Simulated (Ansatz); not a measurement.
# CH7BGe (SMILES C[BH][GeH3]): RPA@PBE0/def2-SVP

Aim: the electronic atomisation energy of CH7BGe at RPA@PBE0/def2-SVP, from 5 runs. 

The results are computed with Ansatz 0.2.0.

69 further runs of the same task are left out: 69 set aside as unsound or not needed.

## (1) The system as given

The species is CH7BGe (10 atoms), meant as a singlet with charge 0. As SMILES, `C[BH][GeH3]`. The coordinates come from a PBE0-D4/def2-TZVP relaxation.

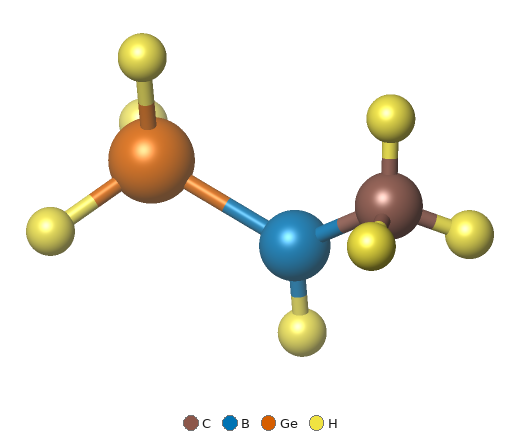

The structure, seen from a chosen angle (carbon brown, boron blue, germanium orange, hydrogen yellow).

## (2) A single-point energy at RPA@PBE0/def2-SVP

The input, run.yaml:

```yaml
crystal:
  periodic: [false, false, false]
  atoms:
    - {symbol: C, position_ang: [-1.211300, 0.848000, -0.579700]}
    - {symbol: B, position_ang: [-0.013900, -0.123000, -0.719700]}
    - {symbol: Ge, position_ang: [1.111300, -0.784600, 0.881600]}
    - {symbol: H, position_ang: [-1.972600, 0.748500, -1.357000]}
    - {symbol: H, position_ang: [-0.747300, 1.837300, -0.749600]}
    - {symbol: H, position_ang: [-1.677100, 0.898700, 0.405800]}
    - {symbol: H, position_ang: [0.326000, -0.481700, -1.813000]}
    - {symbol: H, position_ang: [0.918400, -2.307400, 1.048300]}
    - {symbol: H, position_ang: [0.729200, -0.128900, 2.224000]}
    - {symbol: H, position_ang: [2.620500, -0.558300, 0.662100]}
basis:
  gaussian: {orbitals: def2-SVP}
total_charge: 0
hamiltonian: {xc: {name: PBE0}}
correlation: {method: rpa, frozen_orbitals: {B: 1, C: 1, Ge: 9, H: 0}}
accuracy: high
```

Run with:

```bash
$ ansatz run run.yaml --threads 1 --pin off --max-ram 3480MiB --events-out events.jsonl --progress --plain --runs-dir runs
```

The log of the run:

```text
Warning: RAYON_NUM_THREADS=1 ignored (pool sized by the plan → 1); use --threads N
Functional definition: PBE0
  name "PBE0"
  parameter a = 0.25
  parameter kappa = 0.804
  parameter beta = 0.06672455060314922
  exchange = (1 - a)*pbe_x(kappa = kappa, mu = beta*pi^2/3) + a*exact_x
  correlation = pbe_c(beta = beta)
2179 factors; integrals over basis functions are off by at most 1.0e-8 eV
mean field evaluation 1: about -58322.9018 eV, gradient 4.1e1 eV
mean field evaluation 2: about -58323.0676 eV, gradient 4.0e1 eV
mean field evaluation 4: about -58326.9024 eV, gradient 2.2e0 eV
mean field evaluation 8: about -58326.9204 eV, gradient 2.6e-1 eV
mean field evaluation 16: about -58326.9205 eV, gradient 1.6e-5 eV
mean field -58326.92048373 eV, -2143.4747923702 hartree, gradient 9.8e-8 eV, S^2 0.000000; 0 other end points of the search recorded, 0 dependent functions left out
11 core orbitals not correlated: weight in the atoms' cores, before any rotation towards them, 1.000 or more for the frozen orbitals, at most 0.000 for the correlated occupied ones
reference -58276.92668709 eV, -2141.6375542310 hartree; 14, 14 occupied and 70, 70 virtual orbitals, 2179 factors
Total energy: -58296.48913497 eV, -2142.3564609306 hartree
```

It took 17 s on 1 thread of Arm Neoverse V2, shared host; peak memory 0.38 GiB.

## (3) The B atom at the same level

The input, run.yaml:

```yaml
basis:
  gaussian: {orbitals: def2-SVP}
crystal:
  periodic: [false, false, false]
  atoms:
    - {symbol: B, position_ang: [0.000000, 0.000000, 0.000000]}
magnetization: {spin_polarized: true, initial_magnetization: 1}
hamiltonian: {xc: pbe0}
correlation: {method: rpa, frozen_orbitals: {B: 1}}
accuracy: high
```

Run the same way, it converges to -24.58579 Eh (log not shown).

## (4) The C atom

The input, input.yaml:

```yaml
crystal:
  periodic: [false, false, false]
  atoms:
    - {symbol: C, position_ang: [0.000000, 0.000000, 0.000000]}
basis:
  gaussian:
    orbitals: def2-SVP
magnetization:
  spin_polarized: true
  initial_magnetization: 2
hamiltonian:
  xc: {name: PBE0}
correlation:
  method: rpa
  frozen_orbitals: {C: 1}
accuracy: high
```

Run the same way, it converges to -37.75267 Eh (log not shown).

## (5) The Ge atom

The input, run.yaml:

```yaml
crystal:
  periodic: [false, false, false]
  atoms:
    - {symbol: Ge, position_ang: [0.000000, 0.000000, 0.000000]}
basis:
  gaussian:
    orbitals: def2-SVP
magnetization:
  spin_polarized: true
  initial_magnetization: 2
hamiltonian:
  xc: {name: PBE0}
correlation:
  method: rpa
  frozen_orbitals: {Ge: 9}
accuracy: high
```

Run the same way, it converges to -2075.28590 Eh (log not shown).

## (6) The H atom at the same level

The input, input.yaml:

```yaml
crystal:
  periodic: [false, false, false]
  atoms:
    - {symbol: H, position_ang: [0.000000, 0.000000, 0.000000]}
basis:
  gaussian:
    orbitals: def2-SVP
magnetization:
  spin_polarized: true
  initial_magnetization: 1
hamiltonian:
  xc: pbe0
correlation:
  method: rpa
  frozen_orbitals: {H: 0}
accuracy: high
```

Run the same way, it converges to -0.51113 Eh (log not shown).

## (7) Results

At RPA@PBE0/def2-SVP, 11 core orbitals frozen:

| quantity | value |
| --- | --- |
| molecule: total energy | -2142.35646 Eh |
| molecule: RPA correlation energy (valence) | -718.9 mEh |
| B atom: total energy | -24.58579 Eh |
| B atom: RPA correlation energy (valence) | -86.3 mEh |
| B atom: ⟨S²⟩ of the reference determinant | 0.752 |
| C atom: total energy | -37.75267 Eh |
| C atom: RPA correlation energy (valence) | -108.7 mEh |
| C atom: ⟨S²⟩ of the reference determinant | 2.002 |
| Ge atom: total energy | -2075.28590 Eh |
| Ge atom: RPA correlation energy (valence) | -234.8 mEh |
| Ge atom: ⟨S²⟩ of the reference determinant | 2.003 |
| H atom: total energy | -0.51113 Eh |
| H atom: RPA correlation energy | -11.9 mEh |
| H atom: ⟨S²⟩ of the reference determinant | 0.750 |
| electronic atomisation energy | 31.407 eV |

In words: Taking the molecule apart into free atoms costs 31.41 eV (3030 kJ/mol), before zero-point energy and without spin-orbit coupling.
